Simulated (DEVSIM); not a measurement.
Structure: abrupt Si n-p junction, at 250 K.

```
layer (left to right)  material  thickness (μm)  Nd (cm⁻³)  Na (cm⁻³)  τn (s)  τp (s)
---------------------  --------  --------------  ---------  ---------  ------  ------
1                            Si            2.80     1.6e16          -  1.7e-6  1.7e-6
2                            Si            20.0          -     3.1e16  1.7e-6  1.7e-6
```

Left contact: ohmic. Right contact: ohmic. Voltage is applied to the left contact. Recombination: SRH at mid-gap. Mobility is μmin + (μ − μmin)/(1 + (N/Nref)^α).

The device is made up for the run: typed textbook-type constants, with dimensions and the other settings drawn at random. Values at 300 K; Nc and Nv go as T^1.5, mobilities as T to minus their exponent, the gap by Varshni's rule with the affinity fixed.

```csv
parameter,Si
gap (eV),1.124
affinity (eV),4.05
permittivity,11.7
Nc (cm⁻³),2.86e19
Nv (cm⁻³),3.1e19
μn (cm²/Vs),1417
μp (cm²/Vs),470
"μn,min",52
"μp,min",45
"Nref,n",9.7e16
"Nref,p",2.2e17
αn,0.68
αp,0.72
T exponent of μn,2.3
T exponent of μp,2.2
Varshni α (eV/K),0.000473
Varshni β (K),636
```

Model (solved in DEVSIM): 1D drift-diffusion, Boltzmann statistics, complete ionisation; no tunnelling, impact ionisation, image-force lowering or self-heating.

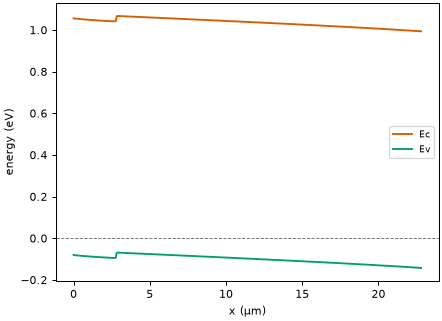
Fig. 1. Band edges at -0.9 V on the left contact

Energies count from the Fermi level of the right contact; mesh points crowd at the junctions.

```csv
x (μm),Ec (eV),Ev (eV),n (cm⁻³),p (cm⁻³),field (V/cm)
0.000,1.055,-0.081,1.6e16,< 1e2,-87
0.03462,1.055,-0.081,1.6e16,1.9e14,-86
0.1183,1.054,-0.082,1.7e16,6.2e14,-82
0.3069,1.053,-0.083,1.8e16,1.6e15,-74
1.079,1.048,-0.088,2.1e16,5.0e15,-54
2.012,1.044,-0.092,2.5e16,8.6e15,-43
2.488,1.042,-0.094,2.6e16,1.0e16,-39
2.719,1.041,-0.095,2.7e16,1.1e16,73
2.781,1.046,-0.090,2.2e16,1.4e16,2700
2.808,1.059,-0.077,1.2e16,2.7e16,4500
2.854,1.066,-0.070,8.2e15,3.8e16,300
3.031,1.066,-0.070,8.0e15,3.9e16,-33
3.401,1.065,-0.071,8.0e15,3.9e16,-33
4.308,1.062,-0.074,7.8e15,3.9e16,-33
7.766,1.051,-0.085,7.3e15,3.8e16,-34
13.95,1.029,-0.107,5.8e15,3.7e16,-36
19.20,1.009,-0.127,3.4e15,3.4e16,-41
21.35,1.000,-0.136,1.6e15,3.3e16,-45
22.37,0.995,-0.141,5.3e14,3.2e16,-48
22.64,0.994,-0.142,2.1e14,3.1e16,-49
22.75,0.993,-0.143,6.7e13,3.1e16,-49
22.80,0.993,-0.143,< 1e2,3.1e16,-50
```
